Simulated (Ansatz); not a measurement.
CH$_{3}$BOS: several calculations on one system

**1. Relaxation**

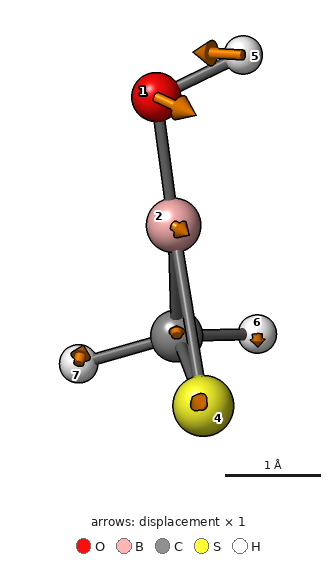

This is a relaxation of CH$_{3}$BOS. The starting structure is drawn; orange arrows show the displacements, at their true length. The two geometries are superimposed by the best rigid fit.

The picture is a ball-and-stick view, seen from a free direction.

The run prepares an end point of a later path (torsion) calculation, from a guessed geometry.

The calculation used RKS revPBE/def2-SVP (Ansatz). Settings: no spin polarisation; force threshold 0.015 eV/Å; at most 40 steps.

Describe the change and its energy.

Answer. The energy falls by 35.2 kcal/mol in 9 geometry steps. Largest force component: 4.7 eV/Å at the start, 0.0049 eV/Å at the end. The atom that moves furthest after the best rigid fit is an H atom (0.63 Å). Largest moves by element: H 0.63 Å, O 0.56 Å, S 0.24 Å, B 0.24 Å, C 0.15 Å. Some distances before and after: C–S 1.682 → 1.926 Å, B–S 1.986 → 1.777 Å, C–H 1.160 → 1.106 Å, H–O 1.019 → 0.975 Å. Among the angles between lasting bonds that change: B–C–S 76.1° → 60.4°, C–B–S 55.3° → 70.4°, O–B–S 153.1° → 140.6°. Groups turn about B–O by about 90°. The run took of the order of 21 core-seconds on a shared host.

**2. Relaxation**

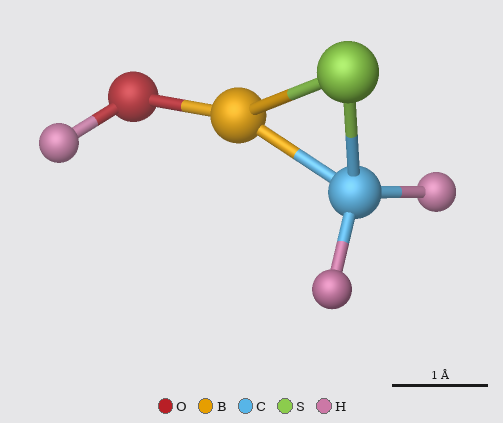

This is the input geometry for a relaxation of CH3BOS. Style: ball-and-stick. Shown at a tilt.

The run prepares an end point of a later path (torsion) calculation, from a guessed geometry.

Level of theory: RKS revPBE/def2-SVP in Ansatz.

The input:
```yaml
crystal:
  periodic: [false, false, false]
  atoms:
    - { symbol: O, position_ang: [-1.004, 1.0771, -1.1796] }
    - { symbol: B, position_ang: [-0.3188, 0.0779, -0.484] }
    - { symbol: C, position_ang: [-0.05339, -1.39789, -0.1561] }
    - { symbol: S, position_ang: [0.96716, -0.56254, 0.88794] }
    - { symbol: H, position_ang: [-1.8293, 1.3053, -0.6279] }
    - { symbol: H, position_ang: [0.428, -1.98707, -0.97358] }
    - { symbol: H, position_ang: [-0.91121, -1.9339, 0.41233] }
basis:
  gaussian: { orbitals: def2-SVP }
hamiltonian:
  xc: revpbe
relax:
  f_tol: 0.015
  max_steps: 40
output:
  orbitals: {}
```

Launched with:
```bash
ansatz run input.yaml --threads 1 --pin off --max-ram 2048MiB --backend cpu --events-out ev --progress --plain --runs-dir out
```

Question: Where does the relaxation end?

Answer: Over 7 geometry steps the energy falls by 151.7 kJ/mol. The largest force component goes from 4.2 to 0.0078 eV/Å. The atom that moves furthest after the best rigid fit is H5 (0.75 Å). Largest moves by element: H 0.75 Å, O 0.47 Å, S 0.42 Å, B 0.27 Å, C 0.17 Å. Among the contacts that change: C3–S4 1.682 → 1.932 Å, B2–S4 1.986 → 1.786 Å, C3–H7 1.160 → 1.106 Å, O1–H5 1.019 → 0.975 Å. Bond angles that change, for instance: B2–C3–S4 76.1° → 60.7°, C3–B2–S4 55.3° → 70.6°, O1–B2–S4 153.1° → 145.2°. Groups turn about O1–B2 by about 90°. The run took of the order of 17 core-seconds on a shared host.

The structure at the end:

```xyz
7

O    -1.3648    0.8273   -1.0075
B    -0.5371   -0.0376   -0.3719
C    -0.1418   -1.5181   -0.2408
S     0.7680   -0.1975    0.8369
H    -1.2297    1.7506   -0.7236
H     0.5221   -2.0150   -0.9724
H    -0.7382   -2.2309    0.3582
```

The end point in the same view:

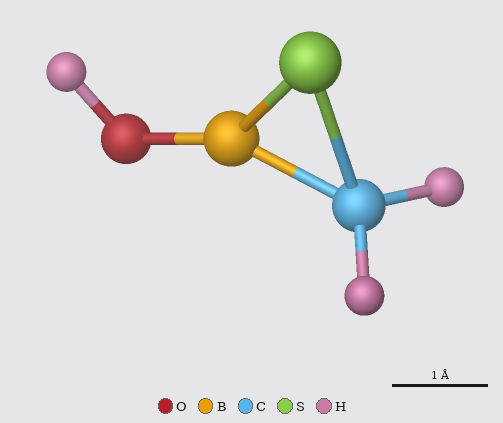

**3. Path**

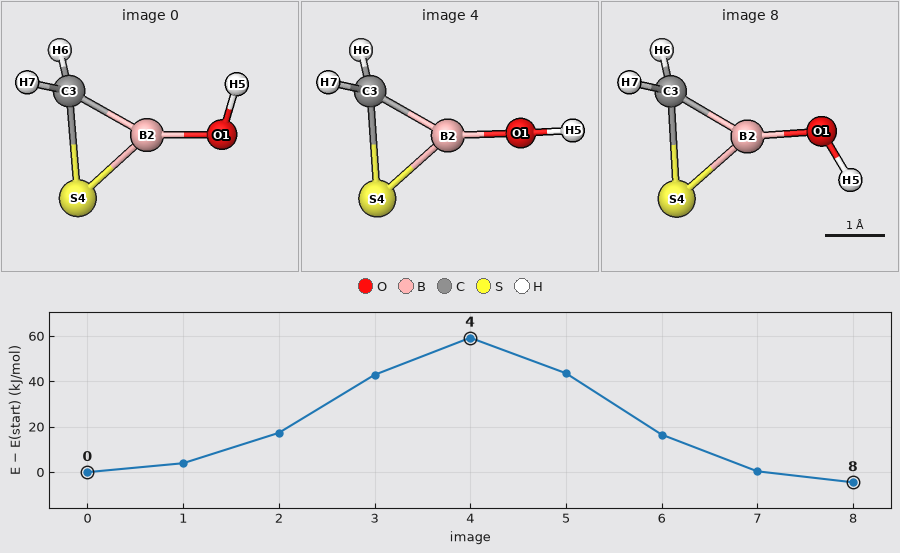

A search for the minimum-energy path of CH3BOS by the nudged elastic band. Images are numbered from 0 (start) to 8 (end). The picture is a ball-and-stick view, seen at a tilt.

Method: RKS revPBE/def2-SVP (Ansatz). Settings: 7 movable images; climbing image; force threshold 0.03 eV/Å; iteration limit 60; starting path by image-dependent pair potential.

Q: Describe the mechanism and the energy profile.

A: The energy climbs by 59.2 kJ/mol to image 4 and then falls by 63.7 kJ/mol, so the end point sits at −4.5 kJ/mol. The motion is an in-plane inversion: the angle B2–O1–H5 opens from 112° to 179° on the way and closes on the other side (113° at the end). No bond forms or breaks between the ends. Among the angles between lasting bonds that change up to the highest image: B2–O1–H5 112.0° → 178.7°, O1–B2–S4 140.6° → 142.7°. The band converged in 6 iterations. The largest component of the band force went from 1.6 to 0.017 eV/Å. The climbing image converged on the top of the path. Its vibrational analysis gives 2 imaginary modes over 30i cm⁻¹, so it isn't confirmed as a transition state.

The run took of the order of 70 core-seconds on a shared host.
